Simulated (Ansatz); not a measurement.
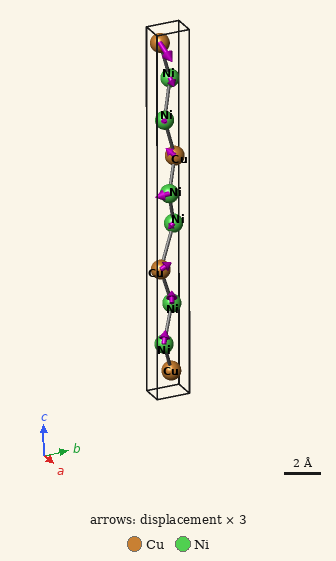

This is a relaxation of solid Cu$_{2}$Ni$_{3}$ (a generated structure, set up in P1) (coarse preliminary run). The starting structure is drawn; purple arrows show the displacements (the part carried along by the change of the cell is left out), magnified 3 times.

The picture is a ball-and-stick view of the cell of the calculation, seen slightly off an axis.

These are results of DFT PBE, scalar-relativistic, plane waves, PAW in Ansatz, not measurements. Set-up: plane-wave cutoff 420 eV; k-point mesh 12 × 12 × 1; occupations gaussian; smearing width 0.2 eV; collinear spin; cell and atoms relaxed; force threshold 0.025 eV/Å; at most 60 steps.

Which element moves most?

Answer. Copper: up to 0.49 Å, against 0.29 Å for nickel.

What happened in the run?

Answer. After 3 accepted moves (4 points after the start) the energy has fallen by 104 meV per atom. Largest force component: 2.7 eV/Å at the start, 0.015 eV/Å at the end. The pressure goes from 2.12 to 0.11 GPa. The SCF was repeated once at an unchanged geometry on a basis and grid sized afresh for the cell, which shifted the energy by 0.1 meV per atom at most. The atom that moves furthest relative to the cell is a Cu atom (0.49 Å in a general direction near [3 1 −1]). By element the largest moves are Cu 0.49 Å, Ni 0.29 Å. Cell: a 2.509 → 2.508 Å (0.0 %), b 2.485 → 2.509 Å (+1.0 %), c 21.032 → 20.736 Å (−1.4 %), α 89.8° → 90.0°, β 90.1° → 90.0°, γ 119.0° → 120.0°. Volume −1.5 %. Some distances before and after: Cu–Cu 2.221 → 2.568 Å, Cu–Ni 2.881 → 2.553 Å, Cu–Ni 2.855 → 2.543 Å, Cu–Cu 2.304 → 2.582 Å. The space group stays P1 (No. 1). The run took 9.1 min on 4 threads of Intel(R) Xeon(R) Platinum 8488C (Sapphire Rapids), on a shared host, peak memory 1.6 GiB.
